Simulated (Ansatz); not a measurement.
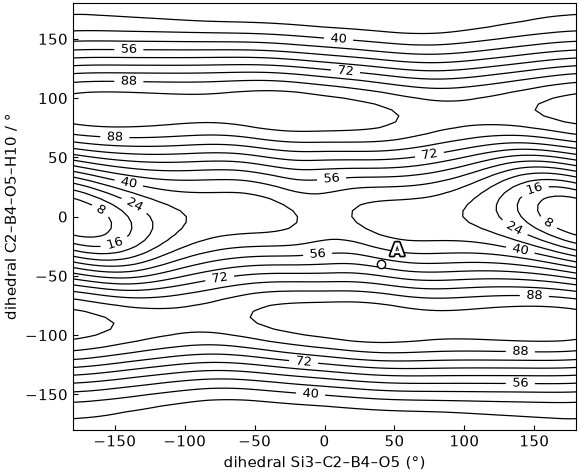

CH5BO2Si, SMILES O=C([SiH3])BO. 
- The first coordinate is: dihedral Si3–C2–B4–O5; the second: dihedral C2–B4–O5–H10.
- Nothing is relaxed (all other coordinates rigid).
- The grid has 18 × 18 points.
- Energies: kJ/mol, counted from the lowest grid point.
- The calculation used RKS PBE0-D4/def2-SVP in Ansatz 0.2.0.

In the figure: contour lines labelled in kJ/mol, the point A. Between grid points the surface is interpolated.

### Which way does the force act at A, and how strong is it?

A, at dihedral Si3–C2–B4–O5 = 40°, dihedral C2–B4–O5–H10 = −40°, is not a stationary point. The computed force is 0.22 kJ/mol for each degree towards larger values of dihedral Si3–C2–B4–O5 and 1.1 kJ/mol for each degree towards larger values of dihedral C2–B4–O5–H10.
